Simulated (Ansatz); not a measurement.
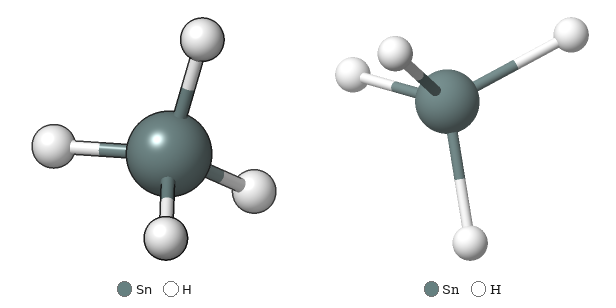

Both panels show the same species.

The computed structure is the end point of a PBE0-D4/def2-TZVP optimisation.

Describe the molecule.

It has 5 atoms: 1 tin and 4 hydrogen (SnH4). The point group is Td. Coordination: 1 Sn tetrahedral.

The parts below concern this one geometry. Atoms keep their numbers from picture to picture.

Electronic properties

Properties computed with RKS PBE0-D4/def2-TZVPP, core potentials on Sn (Ansatz 0.2.0).

> What is the LUMO energy (Kohn–Sham orbital)?

0.69 eV.

> Give the HOMO energy (Kohn–Sham orbital) at this level.

−9.16 eV.

Charges

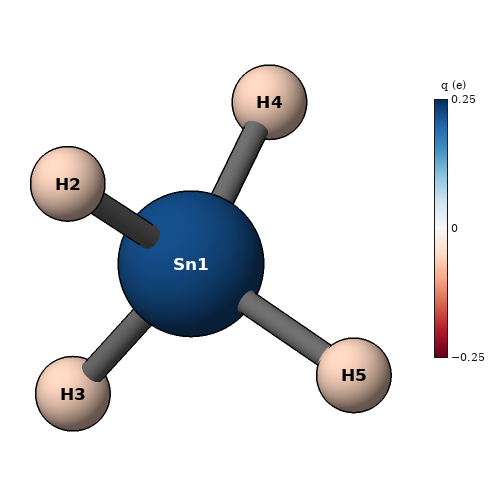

Atoms are coloured by their Mulliken charges. Properties computed with RKS PBE0-D4/def2-TZVP, core potentials on Sn (Ansatz 0.2.0).

List the Mulliken charges.

```csv
atom,value (e)
Sn1,0.22
H2,−0.06
H3,−0.06
H4,−0.06
H5,−0.06
```

Vibrations

Harmonic vibrations computed with RKS PBE0-D4/def2-TZVP, core potentials on Sn (Ansatz 0.2.0) at a stationary point of the same level.

> How many vibrational modes are there, and where do they lie?

9 modes: 686, 686, 686, 756, 756, 1961, 1962, 1962, 1962 cm⁻¹.

Mulliken values depend strongly on the basis set and can even reverse the polarity of a bond.
